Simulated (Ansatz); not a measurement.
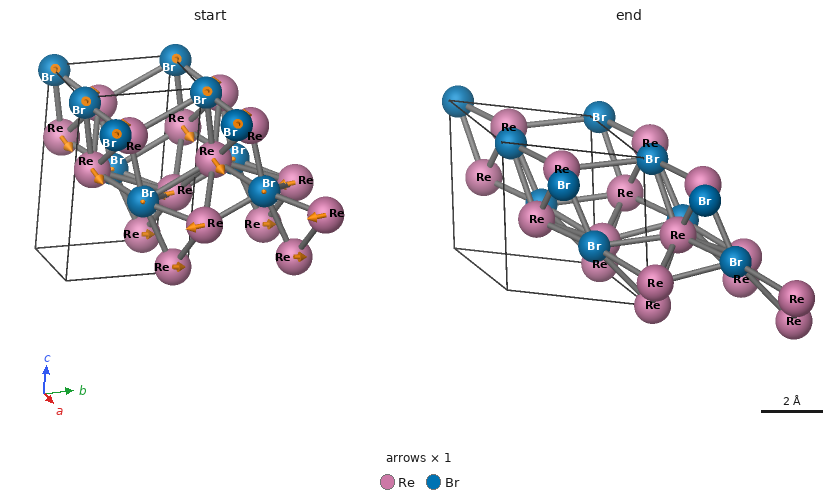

The structure of a crystal of Re₂Br (built on the fluorite_225 type) (coarse preliminary run) before (left) and after (right) a relaxation, at one scale. The orange arrows give the displacements (the part carried along by the change of the cell is left out), at their true length.

A ball-and-stick model of the cell of the calculation, reduced to other axes, repeated 2 × 2 × 1 with one cell outlined, seen slightly off an axis. Lengths and directions refer to the drawn axes.

Computed with DFT PBE, scalar-relativistic, plane waves, PAW (Ansatz 0.2.0).

Input file:
```yaml
crystal:
  lattice:
    - [-0.058171863, -2.9031350877, -3.0047665158]
    - [-2.9940977544, -0.0265190854, -3.0364192934]
    - [2.8632567909, 2.8672524571, -5.9154785379]
  atoms:
    - { symbol: Re, position: [0.5079883514, 0.639136997, 0.1513759995] }
    - { symbol: Re, position: [0.1793888344, 0.0833139639, 0.6162106843] }
    - { symbol: Re, position: [0.8572143521, 0.8570817139, 0.4088813839] }
    - { symbol: Re, position: [0.463575886, 0.3662344931, 0.8414107659] }
    - { symbol: Br, position: [0.5018736445, 0.554533315, 0.5098040731] }
    - { symbol: Br, position: [0.9899589316, -0.0003004829, -0.0276829067] }
basis:
  ecutwfc: 420
kpoints:
  mp_grid: { grid: [6, 6, 6] }
hamiltonian:
  xc: pbe
scf:
  occupations: { method: gaussian, width: 0.1 }
output:
  forces: true
  stress: true
  eigenvalues: true
relax:
  adjacent_minimum: "off"
  f_tol: 0.015
  max_steps: 120
  cell: { stress_tol: 0.15 }
```

Launched with:
```bash
ansatz run input.yaml --threads 1 --pin off --max-ram 2560MiB --backend cpu --events-out ev --progress --plain --runs-dir out
```

**What changed between the two?**

The run was cut off at its time limit before the relaxation converged, so the last structure is only a point on the way. The energy falls by 1014 meV per atom in 7 geometry steps. The largest force component goes from 5.7 to 1.2 eV/Å. Pressure: 22.74 GPa at the start and 3.05 GPa at the end. The largest move relative to the cell is that of Re2, 0.80 Å along [3 0 −1]. Largest moves by element: Re 0.80 Å, Br 0.45 Å. Cell: a 4.110 → 4.964 Å (+20.8 %), b 4.179 → 4.980 Å (+19.2 %), c 7.093 → 6.145 Å (−13.4 %), α 74.0° → 84.7°, β 73.8° → 71.9°, γ 61.9° → 49.1°. Volume +6.0 %. Among the contacts that change: Re3–Re4 4.659 → 2.953 Å, Re2–Re4 2.780 → 4.155 Å, Re1–Re2 3.793 → 2.558 Å, Re2–Re3 2.560 → 3.583 Å. New bonds form: Re1–Re2 (3.79 → 2.56 Å), Re1–Re4 (3.17 → 2.54 Å). Bonds break: Re2–Re3 (2.56 → 3.58 Å), Re2–Re4 (2.78 → 4.16 Å). Among the angles between lasting bonds that change: Br5–Re1–Br6 100.8° → 67.2°, Br5–Re4–Br6 106.9° → 73.6°, Re3–Re1–Br6 134.2° → 163.8°. The space group stays P1 (No. 1). The run took 11 min on 1 thread of AMD EPYC 7R43 64-Core Processor (Zen 3), on a shared host, peak memory 0.65 GiB.
